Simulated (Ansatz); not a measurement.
# Calculations on AlSiH4OCl

## 1. Relaxation

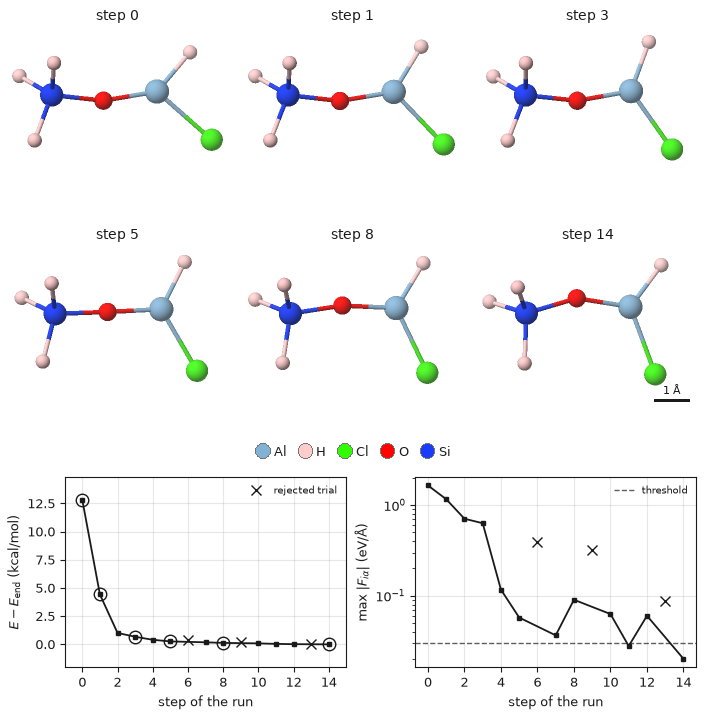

Frames of a relaxation of AlSiH4OCl, marked on the history of the run. A ball-and-stick model, seen at a tilt.

The run prepares an end point of a later path (reaction) calculation, from a guessed geometry.

These are results of Ansatz 0.2.0, RKS PBE0-D4/6-31G*, not measurements.

The input:
```yaml
crystal:
  periodic: [false, false, false]
  atoms:
    - { symbol: Al, position_ang: [0.195098, -0.111468, 0.377735] }
    - { symbol: H, position_ang: [0.706743, 0.238445, 1.795469] }
    - { symbol: Cl, position_ang: [2.168879, 0.394818, -0.37436] }
    - { symbol: O, position_ang: [-1.174229, -0.64903, -0.429357] }
    - { symbol: Si, position_ang: [-2.641376, -1.308175, -0.815765] }
    - { symbol: H, position_ang: [-2.891017, -2.506381, 0.031275] }
    - { symbol: H, position_ang: [-3.718279, -0.309375, -0.57667] }
    - { symbol: H, position_ang: [-2.652119, -1.709133, -2.246027] }
basis:
  gaussian: { orbitals: "6-31G*" }
hamiltonian:
  xc: pbe0
  dispersion: d4
relax:
  f_tol: 0.03
  max_steps: 50
output:
  orbitals: {}
```

Run as
```bash
ansatz run input.yaml --threads 1 --pin off --max-ram 2048MiB --backend cpu --events-out ev --progress --plain --runs-dir out
```

**Describe the path.**

Cl3 moves most after the best rigid fit: 0.93 Å. By element the largest moves are Cl 0.93 Å, O 0.63 Å, H 0.63 Å, Al 0.15 Å, Si 0.14 Å. Among the contacts that change: Al1–Cl3 2.172 → 2.099 Å, Al1–H2 1.547 → 1.571 Å, Al1–O4 1.678 → 1.689 Å, O4–Si5 1.654 → 1.648 Å. Among the angles between lasting bonds that change: H2–Al1–Cl3 87.9° → 120.2°, H2–Al1–O4 141.5° → 120.9°, Cl3–Al1–O4 130.5° → 118.9°. After 11 accepted moves (14 points after the start) the energy has fallen by 12.8 kcal/mol. The largest force component goes from 1.7 to 0.02 eV/Å. The line search rejected the trial steps at points 6, 9, 13 of the run. The forces were under the threshold at step 11, but the run went on from there. From step 0 to 1: H2 moves most (0.20 Å), energy −8.39 kcal/mol. From step 1 to 3: H2 moves most (0.26 Å), energy −3.76 kcal/mol. From step 3 to 5: O4 moves most (0.23 Å), energy −0.41 kcal/mol. From step 5 to 8: O4 moves most (0.19 Å), energy −0.13 kcal/mol. From step 8 to 14: Cl3 moves most (0.23 Å), energy −0.13 kcal/mol.

## 2. Relaxation

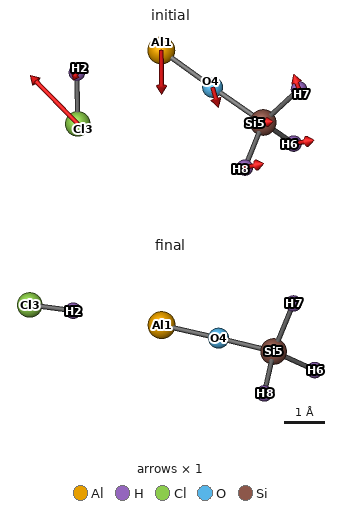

The structure of AlSiH4OCl before (top) and after (bottom) a relaxation, at one scale. The red arrows give the displacements, at their true length.

Style: ball-and-stick. Shown from a free direction.

The run prepares an end point of a later path (reaction) calculation, from a guessed geometry.

Method: RKS PBE0-D4/6-31G* (Ansatz 0.2.0).

The input:
```yaml
crystal:
  periodic: [false, false, false]
  atoms:
    - { symbol: Al, position_ang: [-0.592439, 0.803433, 0.398565] }
    - { symbol: H, position_ang: [2.084723, 0.606698, 1.04278] }
    - { symbol: Cl, position_ang: [2.532558, -0.596229, 0.675768] }
    - { symbol: O, position_ang: [-1.720253, -0.291754, -0.278846] }
    - { symbol: Si, position_ang: [-2.81568, -1.367494, -0.876005] }
    - { symbol: H, position_ang: [-2.912595, -2.563665, 0.007545] }
    - { symbol: H, position_ang: [-4.163014, -0.735946, -0.966757] }
    - { symbol: H, position_ang: [-2.4196, -1.815343, -2.24075] }
basis:
  gaussian: { orbitals: "6-31G*" }
hamiltonian:
  xc: pbe0
  dispersion: d4
relax:
  f_tol: 0.03
  max_steps: 50
```

Launched with:
```bash
ansatz run input.yaml --threads 1 --pin off --max-ram 2048MiB --backend cpu --events-out ev --progress --plain --runs-dir out
```

Question: What changed between the two?

Answer: The atom that moves furthest after the best rigid fit is Cl3 (1.79 Å). By element the largest moves are Cl 1.79 Å, Al 1.19 Å, H 0.67 Å, O 0.56 Å, Si 0.32 Å. Near-neighbour distances that change, for instance: Al1–Cl3 3.435 → 3.951 Å, H2–Cl3 1.335 → 1.301 Å, Al1–O4 1.712 → 1.706 Å. After 18 accepted moves (20 points after the start) the energy has fallen by 0.126 eV. Largest force component: 1.1 eV/Å at the start, 0.024 eV/Å at the end. The line search rejected the trial steps at points 6, 18 of the run. The forces were under the threshold at step 11, but the run went on from there. The run took 84 s on 1 thread of Arm Neoverse V1, with other jobs on the host, peak memory 0.18 GiB.

Limits of the set-up: the start holds two separate molecules, 2.8 Å apart at their closest, whose relative position is a soft coordinate.

## 3. Path

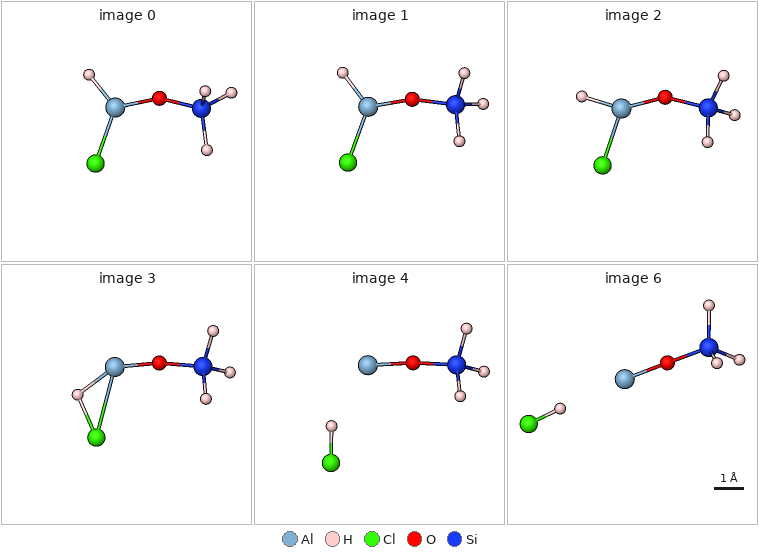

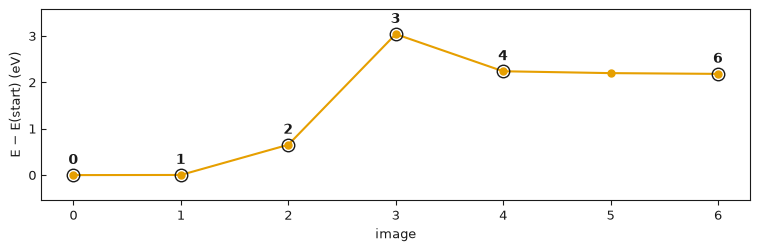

A nudged-elastic-band calculation for AlSiH₄OCl. Images are numbered from 0 (start) to 6 (end). The picture is a ball-and-stick view, seen from a free direction.

Theory: RKS PBE0-D4/6-31G* (Ansatz 0.2.0). Settings: 5 movable images; climbing image; force threshold 0.05 eV/Å; iteration limit 60; starting path through a guess of the saddle point.

What happens along the path, and what is the barrier?

Answer. Breaking: Al–Cl (2.10 → 3.95 Å), Al–H (1.57 → 2.65 Å). Forming: Cl–H (3.19 → 1.30 Å). The highest point, image 3, lies 3.04 eV above the start and 0.86 eV above the end; the end is at +2.18 eV relative to the start. The band converged in 27 iterations, with a climbing image at the top. At the top, the vibrational analysis gives one imaginary mode (1038i cm⁻¹), as a transition state must have.
